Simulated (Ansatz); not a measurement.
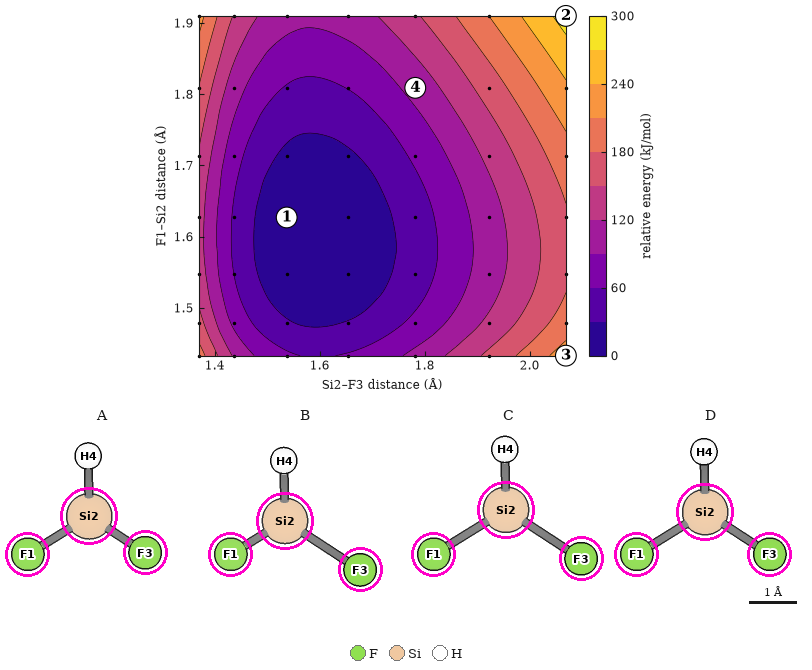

Energy scan for SiHF₂ (multiplicity 2), in which the Si2–F3 distance and the F1–Si2 distance are varied on a grid, with the rest of the molecule carried along rigidly. The map is interpolated between the computed points (dots). The frames are shuffled; each belongs to one numbered point. A ball-and-stick model, seen face on. The ringed atoms are those of the scanned coordinates.

Computed with Ansatz: CCSD(T), basis def2-TZVPP, on geometries moved rigidly from the minimum at PBE0-D4/def2-TZVP. Coupled cluster with a frozen core. Energies are counted from the PBE0-D4/def2-TZVP minimum geometry at the same level.

**Which frame belongs to which numbered point?**

Point 1 is frame A, at (1.537, 1.627) and 7.3 kJ/mol; 2 is frame C, at (2.069, 1.910) and 282.4 kJ/mol; 3 is frame B, at (2.069, 1.433) and 224.4 kJ/mol; 4 is frame D, at (1.782, 1.809) and 100.7 kJ/mol. In pairs of (Si2–F3 distance (Å); F1–Si2 distance (Å)): the lowest computed point lies at (1.537, 1.627) (7.3 kJ/mol), the highest at (2.069, 1.910) (282.4 kJ/mol).  Over the ranges scanned the energy rises more along the first axis, the Si2–F3 distance.
